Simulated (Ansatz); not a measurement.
Results of r²SCAN (Ansatz, a program for electronic structure, plane waves, PAW) for C11b MoSi₂.

Numerical settings: plane-wave cutoff 560 eV, 24×24×24 k mesh, Fermi–Dirac smearing 0.05 eV, no spin polarisation, scalar-relativistic PAW data made under PBE.

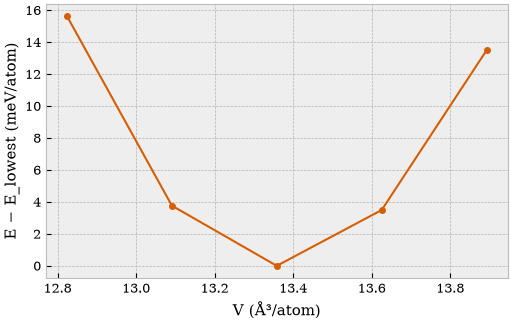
Total energy against volume

### Question
From the curve, estimate the equilibrium volume and the bulk modulus.

### Answer
V0 ≈ 13.4 Å³/atom and B0 ≈ 220 GPa; the fit gives V0 = 13.358 Å³/atom, B0 = 217 GPa, B′ = 4.5.

Shape and atoms are relaxed at each volume.

Measured, for comparison: bulk modulus 222 ± 2 GPa (room temperature, not corrected to a static lattice, B' = 4; as tabulated in Structural stability of MoSi2 and Mo5Si3 under high pressure, Chin. Phys. B 26 …). Computed less measured: bulk modulus -2.3 %.

Computed values are for the static lattice.
